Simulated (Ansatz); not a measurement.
Computed with PBE (plane waves to 420 eV, PAW; Ansatz, a program for electronic structure).

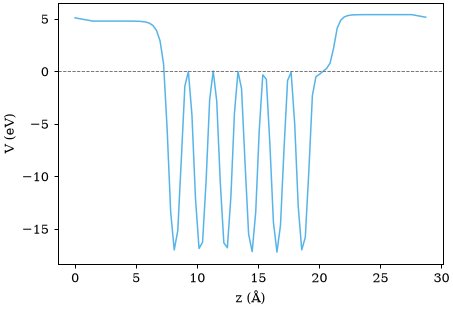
Fig. 1. Electrostatic potential energy of an electron, averaged over planes parallel to the surface, in eV from the Fermi level, for a constructed model of the (111) surface of fcc Cu, (√3x√3)R30° layer of Se, one a cell, in the other hollow (bottom of the slab: a bare face, its two planes held)

Slab: 19 atoms, 12.7 Å thick at the start; k 10x10x1, smearing 0.1 eV, dipole-corrected; 6 atoms held, the rest relaxed; start symmetry kept, larger cells not searched; no spin, no spin-orbit, no U. In PBE it lies 0.01 eV a 1x1 cell over the lowest computed structure of the same composition ((√3x√3)R30° layer of Se, one a cell, on the site that continues the host's stacking).

The vacuum level lies 5.41 eV above the Fermi level over the top face and 4.80 eV above it under the bottom face.
